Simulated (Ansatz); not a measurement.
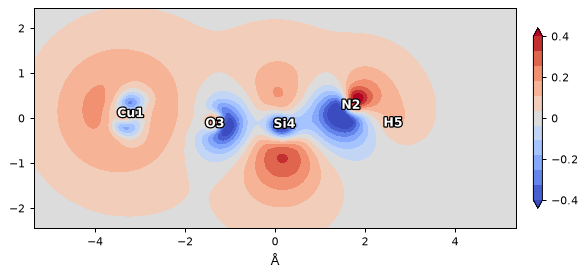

CuHNOSi (charge +1). The LUMO on the molecular plane (values in Å⁻³ᐟ²; the overall sign is arbitrary).

Geometry: PBE0-D3(BJ)/def2-SVP.

Level of theory: Ansatz, isolated molecule in a Gaussian basis; Kohn-Sham density functional theory, functional PBE0.

The calculation's input:

```
crystal:
  periodic: [false, false, false]
  atoms:
    - symbol: Cu
      position_ang: [2.380795, -2.350273, 3.166118]
    - symbol: N
      position_ang: [-1.735662, -0.136679, 1.710667]
    - symbol: O
      position_ang: [0.720716, -1.763482, 2.501009]
    - symbol: Si
      position_ang: [-0.592561, -1.125758, 2.019171]
    - symbol: H
      position_ang: [-2.649478, -0.087763, 1.274396]
basis:
  gaussian:
    orbitals: def2-TZVPD
total_charge: 1
hamiltonian:
  xc: pbe0
output:
  forces: true
  orbitals: {seedname: orbitals}
```

Launched as:

```sh
ansatz run input.yaml --threads 1 --pin off --max-ram 2610MiB --events-out events.jsonl --progress --plain --runs-dir runs
```

Describe this orbital and give its energy.

Its weight (Hirshfeld) is mainly on Si4 (about 40 %), Cu1 (about 40 %), N2 (about 10 %) and O3 (about 10 %); it is symmetric in the molecular plane (an in-plane orbital: σ, lone-pair or in-plane π type). Its energy is −8.19 eV.
